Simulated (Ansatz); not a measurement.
C$_{3}$H$_{3}$ (doublet)

The calculation's input:

```
crystal:
  periodic: [false, false, false]
  atoms:
    - {symbol: C, position_ang: [0.352332, 1.633711, 1.292381]}
    - {symbol: C, position_ang: [1.626009, -0.151067, -0.109125]}
    - {symbol: C, position_ang: [1.023049, 0.693822, 0.554347]}
    - {symbol: H, position_ang: [2.151669, -0.887746, -0.687571]}
    - {symbol: H, position_ang: [-0.138643, 1.362783, 2.230691]}
    - {symbol: H, position_ang: [0.295351, 2.672559, 0.957072]}
basis:
  gaussian:
    orbitals: def2-TZVPD
magnetization:
  spin_polarized: true
  initial_magnetization: 1
hamiltonian:
  xc: pbe0
output: {forces: true, orbitals: {seedname: orbitals}}
```

Run with:

```sh
ansatz run input.yaml --threads 1 --pin off --max-ram 2610MiB --events-out events.jsonl --progress --plain --runs-dir runs
```

Geometry: PBE0-D3(BJ)/def2-SVP.

These are results of isolated molecule in a Gaussian basis; Kohn-Sham density functional theory, functional PBE0 (Ansatz), not measurements.

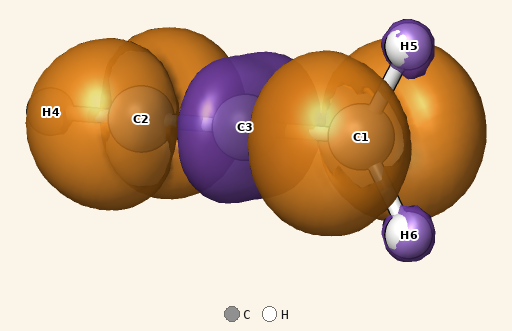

Figure 1. Isosurfaces of the spin density (α minus β) at +0.03 (orange) and −0.03 e/Å³ (purple), seen at a tilt.

Question: Where is the unpaired spin?

Answer: The unpaired spin (1 electron) lies mostly on C1 (about 0.5) and C2 (about 0.4), in electrons by Hirshfeld's partition.

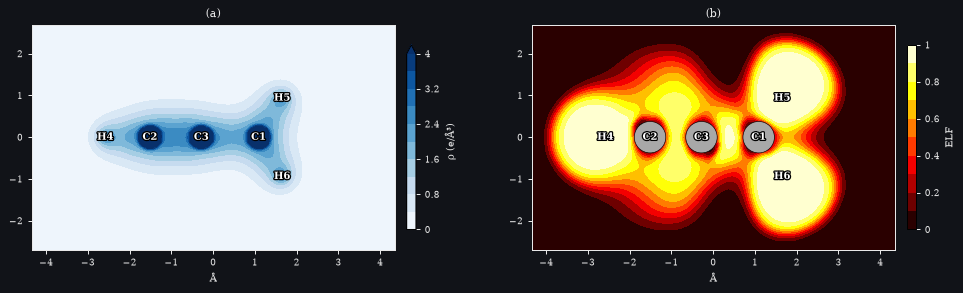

Figure 2. (a) total electron density; (b) ELF on the molecular plane. Grey discs cover the atomic cores in the ELF map.

Question: Describe what can be read from this map.

Answer: The plane passes through C and H nuclei.
C–C (1.23 Å): ρ at the midpoint is about 2.7 e/Å³; the ELF peaks at about 0.85 between the atoms: a short, multiple covalent bond.
C–H (1.07 Å): ρ at the midpoint is about 2.1 e/Å³; the ELF climbs to about 1 towards the hydrogen, as it does in any bond to H; an ordinary covalent bond to hydrogen.
C–C (1.37 Å): ρ at the midpoint is about 2.2 e/Å³; the ELF peaks at about 0.95 between the atoms: localised, covalent bonding.

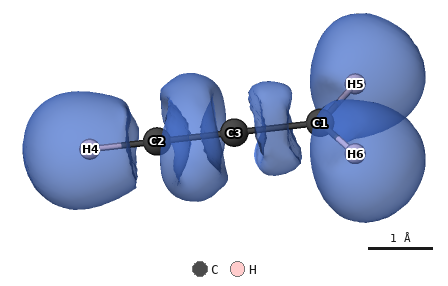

Figure 3. Isosurface of the electron localisation function at 0.75 (blue), seen at an oblique angle. Only the valence region is drawn (cores and ρ < 0.01 e/Å³ removed).

Question: Where are the electrons localised?

Answer: At this value the surface marks out two regions between bonded C–C atoms (shared pairs) and three regions around hydrogen nuclei.
